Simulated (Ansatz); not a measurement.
# PtS2, pressure series

Base system: PtS2 in the CdI2 type structure (space group P-3m1, No. 164; a = 3.552 Å, c = 5.128 Å; layered, stacked along the Cartesian z axis).

Cell and atoms are relaxed at each pressure.

Computed with Ansatz (a program for electronic structure) r2SCAN+rVV10, no spin-orbit coupling.

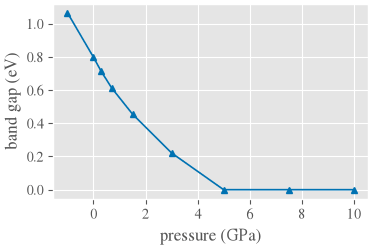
Band gap against pressure

| pressure (GPa) | band gap |
|---|---|
| -1 | 1.07 eV |
| 0.3 | 0.71 eV |
| 0.7 | 0.61 eV |
| 1.5 | 0.46 eV |
| 3 | 0.22 eV |
| 5 | zero |
| 7.5 | zero |
| 10 | zero |

The mesh was chosen for an insulator and is coarse for the gapless case. With Pt present, leaving out spin-orbit coupling can change the band edges. Load acts through the strain it causes; cell and atoms are relaxed under it. Whether these cells are dynamically stable was not tested. No other phases were tried under pressure. All final runs are without spin polarisation. The zero or small gap of PtS2 under pressure 3 GPa, PtS2 under pressure 5 GPa, PtS2 under pressure 7.5 GPa and PtS2 under pressure 10 GPa can change with the level of theory.
